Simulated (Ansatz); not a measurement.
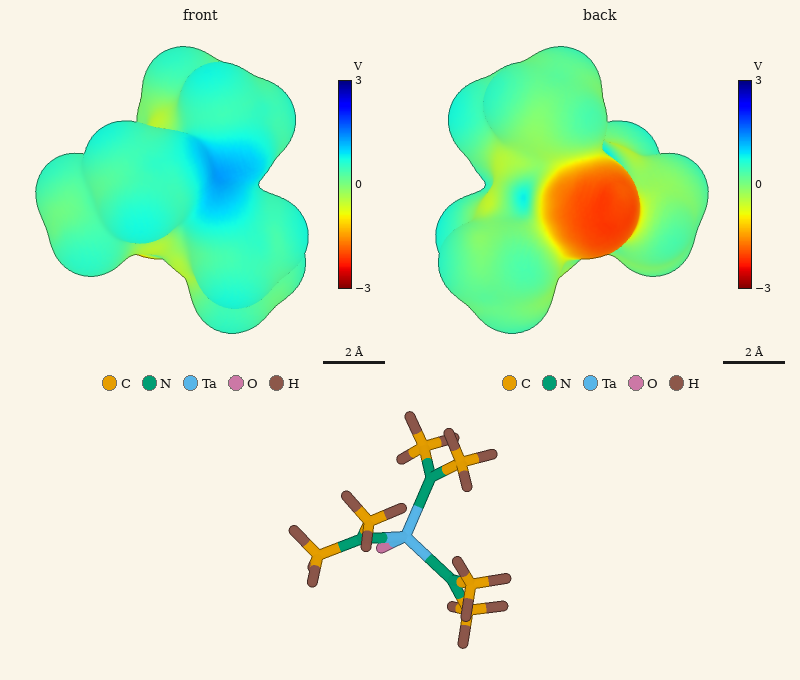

Figure 1: C$_{6}$H$_{18}$N$_{3}$OTa (SMILES C[N](C)[Ta](=[O])([N](C)C)[N](C)C). The electrostatic potential painted on the density surface at 0.002 e/bohr³, seen from the front and from behind; the colour scale runs from red (negative) to blue (positive). The bare structure is drawn below in the same view.

Geometry: PBE0-D4/def2-TZVP; core potentials replace the inner electrons of Ta.

Computed with RKS PBE0-D4/def2-TZVPP in Ansatz 0.2.0.

```xyz
29

C    -2.3515   -1.8190   -1.2545
N    -1.4652   -1.1621   -0.3221
C    -1.6774   -1.6018    1.0345
Ta   -0.1362    0.2577   -0.7777
O    -0.4176    0.7952   -2.3970
N    -0.3431    1.8046    0.4690
C    -0.8894    3.0971    0.1257
C     0.1085    1.7493    1.8371
N     1.7160   -0.4786   -0.6461
C     2.7454   -0.3590   -1.6524
C     2.1469   -1.2621    0.4849
H    -3.4050   -1.6452   -0.9917
H    -2.1897   -2.9064   -1.2584
H    -2.1885   -1.4464   -2.2661
H    -1.0267   -1.0690    1.7356
H    -2.7124   -1.4209    1.3586
H    -1.4771   -2.6768    1.1495
H    -0.1498    3.8957    0.2812
H    -1.1965    3.1182   -0.9202
H    -1.7651    3.3360    0.7461
H     0.5551    0.7779    2.0732
H    -0.7168    1.9144    2.5448
H     0.8753    2.5111    2.0384
H     3.6357    0.1470   -1.2524
H     3.0649   -1.3471   -2.0140
H     2.3825    0.2136   -2.5063
H     1.3452   -1.3774    1.2218
H     3.0028   -0.7997    0.9974
H     2.4498   -2.2743    0.1811
```

Where is the surface potential most negative and most positive?

The most negative region (about −2.1 V, or −48 kcal/mol for a unit charge) lies over O5, the most positive (about +1.2 V, or +28 kcal/mol for a unit charge) over H15, H21 and H27. O5 is the likeliest acceptor of a hydrogen bond.
